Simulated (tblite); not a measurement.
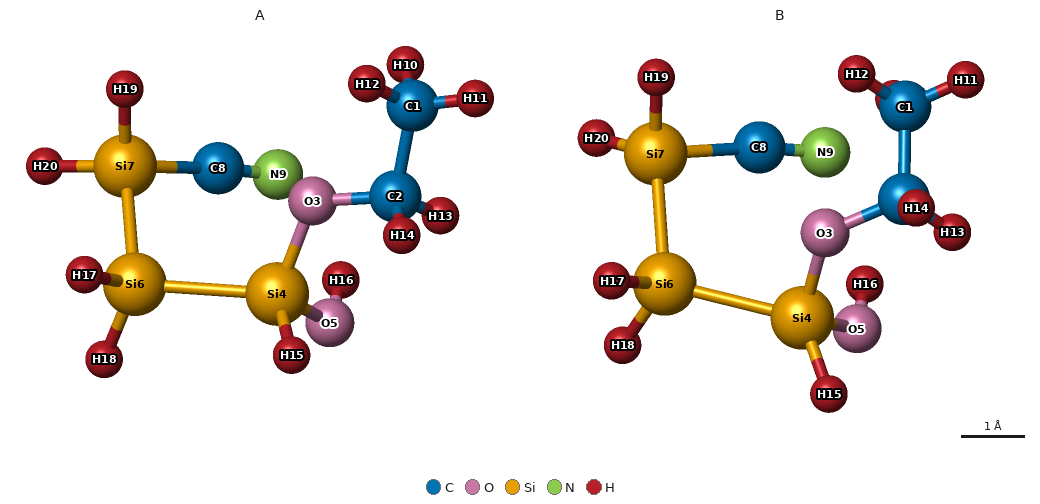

Two geometries of C₃H₁₁NO₂Si₃, drawn at one scale. One is the start of a relaxation, the other its converged end. The picture is a ball-and-stick view, seen at a tilt.

Level of theory: tblite 0.8.0, GFN2-xTB geometry optimisation, gas phase. 

**Which geometry has the lower energy?**

Structure B is the relaxed one. The energy falls by 47.8 kJ/mol in 223 geometry steps. H10 moves most after the best rigid fit: 1.09 Å. Largest moves by element: H 1.09 Å, N 0.98 Å, C 0.78 Å, O 0.62 Å, Si 0.44 Å. Among the contacts that change: O3–Si4 1.674 → 1.629 Å, Si6–Si7 2.302 → 2.338 Å, Si7–H19 1.499 → 1.470 Å, Si4–Si6 2.327 → 2.298 Å. Bond angles that change, for instance: Si6–Si4–H15 109.7° → 123.5°, O3–Si4–Si6 109.3° → 95.6°, Si6–Si7–H20 110.0° → 121.7°. Groups turn about C2–O3 by about 50°, O3–Si4 by about 20°.
